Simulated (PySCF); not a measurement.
## Electronic structure of GaC (charge −1, triplet) in real space

```xyz
2

Ga    0.0000    0.0000   -0.2835
C     0.0000    0.0000    1.6285
```

⟨S²⟩ = 2.12, above the pure value of 2.00.

The calculation used PBE0/aug-cc-pVDZ-DK/X2C, spin-free X2C-1e, Gaussian nucleus, at a bond length of 1.912 Å in PySCF 2.14.0.

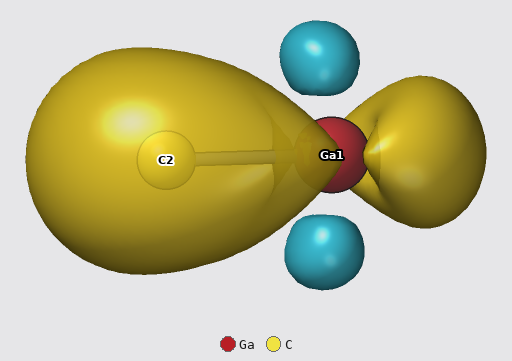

Figure 1. Isosurfaces of the spin density at +0.02 (yellow) and −0.02 e/Å³ (cyan), seen from one side.

### Where is the unpaired spin?

The unpaired spin (2 electrons) lies mostly on C2 (about 1.6) and Ga1 (about 0.4), in electrons by Hirshfeld's partition.

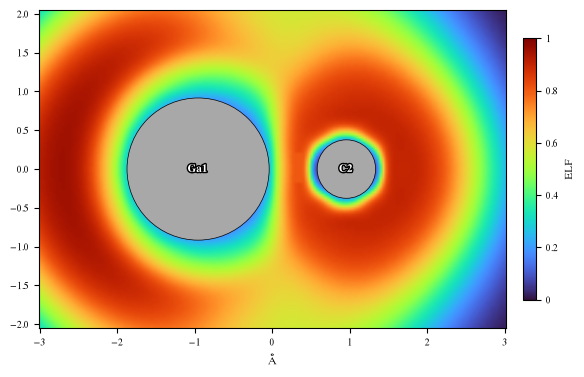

Figure 2. ELF on a plane that holds the molecular axis. Grey discs cover the atomic cores.

### What does the map show?

Atoms in the plane: Ga and C. C–Ga (1.91 Å): the ELF peaks at about 0.80 in the valence shell of C, 0.6 Å from its nucleus, and is about 0.35 at the midpoint. The ELF also peaks beside C2, away from the bonds: non-bonding electrons, paired or unpaired.
